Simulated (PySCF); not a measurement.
Coordinates of BNH₅Br, SMILES [NH3+][BH2-]Br (Å):

```xyz
8

N     -0.7598     0.5983     0.3078
B      0.7225    -0.0145     0.0961
Br     1.9365     1.4219     0.8368
H     -0.9279     0.7848     1.2989
H     -1.4824    -0.0396    -0.0335
H     -0.8481     1.4891    -0.1862
H      0.7806    -1.0320     0.7571
H      0.8777    -0.1540    -1.1005
```

Simulated rotational absorption lines between 18 and 26 GHz at 3 K: rigid rotor with the equilibrium constants and dipole of one optimised conformer (PBE0-D3(BJ)/def2-SVP, PySCF), commonest isotopes; no centrifugal distortion, hyperfine structure, internal rotation or nuclear-spin weights; lines within 1 MHz of each other are summed. Lines of different type are drawn apart.

What are the rotational constants, and what kind of rotor is it?

Answer. Rotational constants A, B, C = 25.21, 3.571, 3.270 GHz; Ray's κ = −0.97, a near-prolate asymmetric top.

Which dipole components drive the lines?

Answer.
|μa|, |μb|, |μc| = 5.63, 3.17, 0.00 D; a-type lines carry 62 % of the intensity in this range.

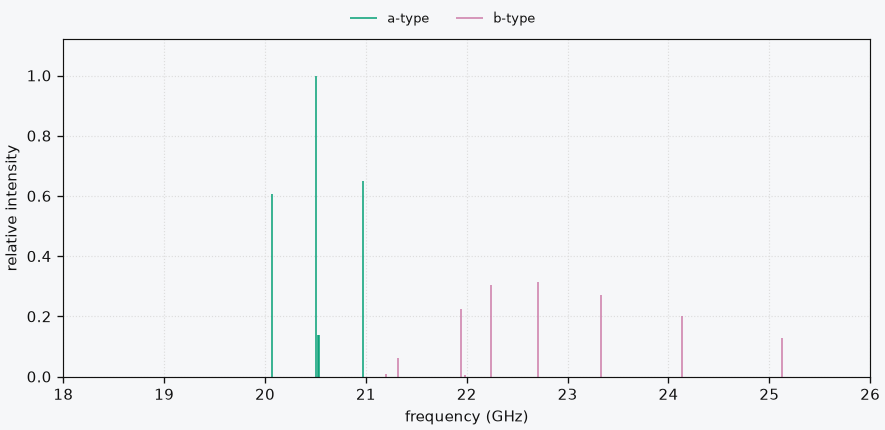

Known limits of this run: coarse grid, loose stop and no frequency check, small forces are noise and the end may be a saddle.
